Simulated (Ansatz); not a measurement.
**CH3NTe: ladder of basis sets**

How does the energy of CH3NTe converge with the basis? The task is a ladder of basis sets, for CH3NTe.

Program: Ansatz 0.2.0 through its Python package. The levels of theory stand in the script. These are calculated values, not measurements.

## Step 1: The system

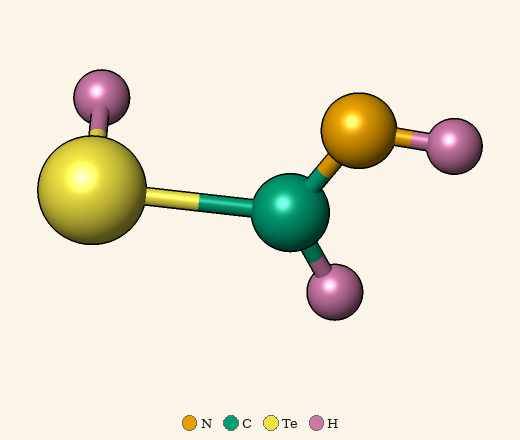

The starting structure, viewed from a chosen angle; nitrogen amber, carbon teal, tellurium yellow, hydrogen pink.

The script holds or builds the structure itself.

## Step 2: Script

ch3nte_basis.py reads:

```python
"""Basis-set convergence for CH3NTe."""

import ansatz as az

geometry = (
    az.Crystal.molecule()
    .atom("N", (-1.0488, -0.5844, -0.4065))
    .atom("C", (-0.0796, 0.229, -0.3549))
    .atom("Te", (0.4661, 1.0697, 1.4897))
    .atom("H", (-1.3116, -0.9417, -1.3206))
    .atom("H", (0.5006, 0.4521, -1.2645))
    .atom("H", (1.5154, -0.2887, 1.8105))
)

setup = geometry.calculation().functional("HF")

energies = {}
for basis in ["def2-SVP", "def2-SVPD", "def2-TZVP", "def2-TZVPP"]:
    summary = setup.basis(gaussian=basis).run(threads=1, pin="off").report
    size = summary["n_frozen"] + summary["n_occupied"][0] + summary["n_virtual"][0]
    energies[basis] = (summary["reference_energy_ev"] / 27.211386246, summary["free_energy_ev"] / 27.211386246)
    print(f"{basis:14s} {size:4d} orbitals  reference {energies[basis][0]:14.6f} Ha  total {energies[basis][1]:14.6f} Ha")

last = energies["def2-TZVPP"][1]
for basis, (_, total) in energies.items():
    print(f"{basis:14s} lies {27.211386 * (total - last):9.4f} eV above def2-TZVPP")
```

## Step 3: What the engine is handed

The engine receives this input (first run):

```yaml
crystal:
  periodic: [false, false, false]
  atoms:
    - { symbol: "N", position_ang: [-1.0488, -0.5844, -0.4065] }
    - { symbol: C, position_ang: [-0.0796, 0.229, -0.3549] }
    - { symbol: Te, position_ang: [0.4661, 1.0697, 1.4897] }
    - { symbol: H, position_ang: [-1.3116, -0.9417, -1.3206] }
    - { symbol: H, position_ang: [0.5006, 0.4521, -1.2645] }
    - { symbol: H, position_ang: [1.5154, -0.2887, 1.8105] }
basis:
  gaussian:
    orbitals: def2-SVP
hamiltonian:
  xc: hf
```

## Step 4: Launch

The run is started by

```bash
$ python ch3nte_basis.py
```

Log:

```text
def2-SVP         69 orbitals  reference    -360.924898 Ha  total    -360.924898 Ha
def2-SVPD        99 orbitals  reference    -360.934163 Ha  total    -360.934163 Ha
def2-TZVP       130 orbitals  reference    -361.048699 Ha  total    -361.048699 Ha
def2-TZVPP      154 orbitals  reference    -361.050382 Ha  total    -361.050382 Ha
def2-SVP       lies    3.4146 eV above def2-TZVPP
def2-SVPD      lies    3.1625 eV above def2-TZVPP
def2-TZVP      lies    0.0458 eV above def2-TZVPP
def2-TZVPP     lies    0.0000 eV above def2-TZVPP
```

Wall time 5.8 s (1 thread of Arm Neoverse V1, shared host); peak memory 0.33 GiB.

## Step 5: Inputs of later runs

The engine's inputs for the other runs:

Run 2, against run 1:

```diff
@@ -12 +12 @@
-    orbitals: def2-SVP
+    orbitals: def2-SVPD
```

Run 3, against run 1:

```diff
@@ -12 +12 @@
-    orbitals: def2-SVP
+    orbitals: def2-TZVP
```

Run 4, against run 1:

```diff
@@ -12 +12 @@
-    orbitals: def2-SVP
+    orbitals: def2-TZVPP
```

## Step 6: The runs side by side

One row for each of the 4 runs:

```csv
run,basis,energy (eV),SCF cycles,CPU time (s)
1,def2-SVP,-9821.2668,12,0.69
2,def2-SVPD,-9821.5189,13,0.72
3,def2-TZVP,-9824.6356,17,1.5
4,def2-TZVPP,-9824.6814,17,2.4
```

## Step 7: Summary of results

| quantity | value |
| --- | --- |
| runs compared | 4 |
| change of the total from set to set | -0.252, -3.117, -0.046 eV |

Against def2-SVP: def2-SVPD -9.3 mHa, def2-TZVP -123.8 mHa and def2-TZVPP -125.5 mHa. The last step alone is -1.68 mHa (these two sets differ little on atoms other than hydrogen). From the first set to the last the time grows from 0.7 to 2.4 s. The drop along the ladder measures the basis error, and is no property of the molecule. The geometry is a force-field or estimated start, not a minimum of this method, and the last set is no limit. Much of the fall in a total is atomic energy, which cancels in bond and reaction energies. def2 sets replace the cores of elements past krypton by effective core potentials.
